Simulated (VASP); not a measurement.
Band structure of Mg3ZnO4 (space group Pm-3m). Calculation: LDA (Ceperley-Alder, Perdew-Zunger), VASP's LDA PAW potentials (set 64) (plane waves; VASP).

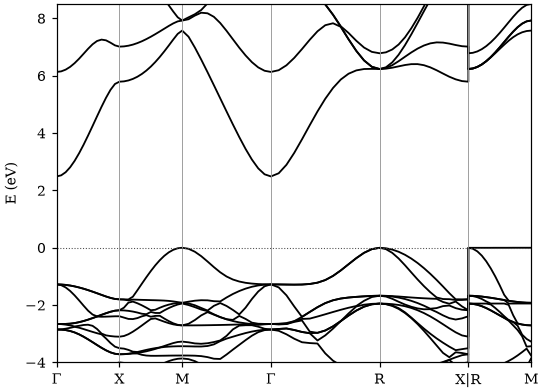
Figure: Bands along high-symmetry lines, zero at the valence-band maximum or, without a gap, the Fermi level

Problem. Read the plot: is there a gap, and where are the band edges?

Solution. The gap is indirect, 2.49 eV, from the valence maximum at M to the conduction minimum at Γ. (Edges off the drawn lines would not show.)

The structure comes from a computed database's Mg3ZnO4 entry (Pm-3m); how it stands against other phases isn't given here. It was relaxed first, which changed the volume by -8 %.
